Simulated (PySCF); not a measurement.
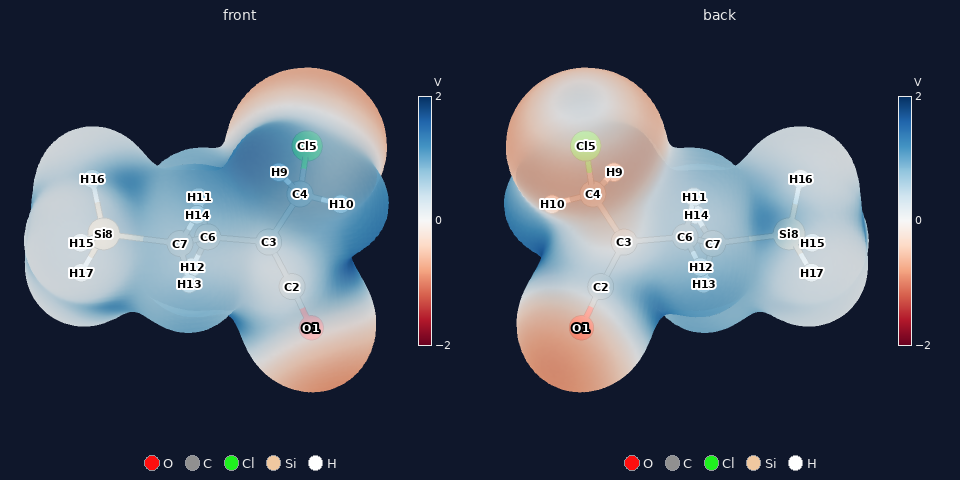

C$_{5}$H$_{9}$ClOSi (SMILES O=C=C(CCl)CC[SiH3]). The molecular electrostatic potential painted on the density surface at 0.002 e/bohr³, seen from the front and from behind; red is negative and blue positive.

Geometry: GFN2-xTB.

Computed with PySCF 2.14.0, CAM-B3LYP/def2-SVPD, SCF density, gas phase.

```xyz
17

O    -2.2728   -2.6061    0.9664
C    -1.8753   -1.5422    0.7111
C    -1.3782   -0.3852    0.3913
C    -2.2293    0.7342   -0.0952
Cl   -2.6132    1.8795    1.2576
C     0.1023   -0.1154    0.6087
C     0.8909   -0.1954   -0.6961
Si    2.7365    0.2182   -0.4597
H    -1.7066    1.3319   -0.8402
H    -3.1877    0.3913   -0.4796
H     0.1955    0.8803    1.0473
H     0.5035   -0.8367    1.3217
H     0.7872   -1.1997   -1.1110
H     0.4546    0.4869   -1.4279
H     3.4163    0.0752   -1.7468
H     2.8568    1.5955    0.0201
H     3.3127   -0.7004    0.5225
```

**Which sites attract a positive test charge, and which a negative one?**

A positive charge is drawn to the negative regions and a negative charge to the positive ones. The most negative region (about −0.9 V, or −21 kcal/mol for a unit charge) lies over O1, the most positive (about +1.6 V, or +37 kcal/mol for a unit charge) over C2. Cl5 shows a σ-hole: about +0.2 V at the tip opposite its bond, against about −0.5 V, or −12 kcal/mol for a unit charge on its flanks.

**What dipole moment does the calculation give?**

Its dipole moment is 2.13 D.
